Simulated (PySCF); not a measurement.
## Electronic structure of C2H9FN2Si (SMILES N[SiH](N)CCF) in real space

The calculation's input:

```
{"job": {"kind": "nmr", "xc": "PBE0", "basis": "pcSseg-1"}, "charge": 0, "multiplicity": 1}
N     -1.936438    -0.835096    -0.800547
Si    -0.818277    -0.262231     0.384785
N     -1.181574     1.416967     0.510831
C      0.904297    -0.717419    -0.322682
C      1.948326     0.320855     0.031152
F      2.002280     0.520825     1.395134
H     -2.906934    -0.614107    -0.647847
H     -1.854641    -1.792456    -1.101767
H     -0.925414    -0.774499     1.755003
H     -0.610894     1.972621     1.125931
H     -1.396866     1.933245    -0.326595
H      1.229522    -1.683222     0.063111
H      0.876960    -0.796662    -1.408470
H      2.959727     0.024965    -0.271863
H      1.705513     1.294206    -0.408089
```

Run with:

```sh
OMP_NUM_THREADS=1 python probes_run.py task.json out
```

Geometry: GFN2-xTB.

Method: PySCF, PBE0/pcSseg-1, SCF density, gas phase, non-relativistic.

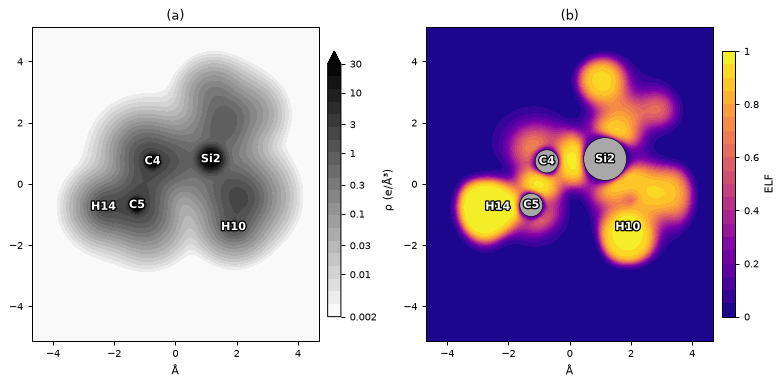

Figure 1. (a) electron density; (b) electron localisation function on the plane of atoms C4, C5 and H14. Grey discs cover the atomic cores in the ELF map.

### What do the fields say about this system?

- Atoms in the plane: Si, C and H.
- C–C (1.51 Å): the density is about 1.7 e/Å³ at the midpoint; the ELF peaks at about 0.95 between the atoms (localised, covalent bonding).
- C–Si (1.92 Å): ρ is about 0.92 e/Å³ halfway; the ELF peaks at about 0.95 between the atoms, as expected for a covalent bond.
- C–H (1.10 Å): the density is about 2 e/Å³ at the midpoint; the ELF climbs to about 1 towards the hydrogen, as it does in any bond to H (an ordinary covalent bond to hydrogen).
- The ELF also peaks beside N3, away from the bonds: lone-pair regions.

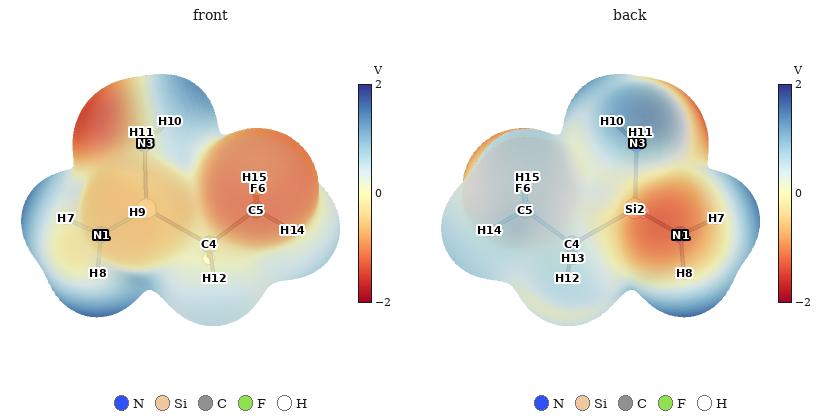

Figure 2. The molecular electrostatic potential painted on the density surface at 0.002 e/bohr³, seen from the front and from behind; the colour scale runs from red (negative) to blue (positive).

### Where is the surface potential most negative and most positive?

The most negative region (about −1.5 V) lies over N3, the most positive (about +1.6 V) over H8. N3 is the likeliest acceptor of a hydrogen bond.
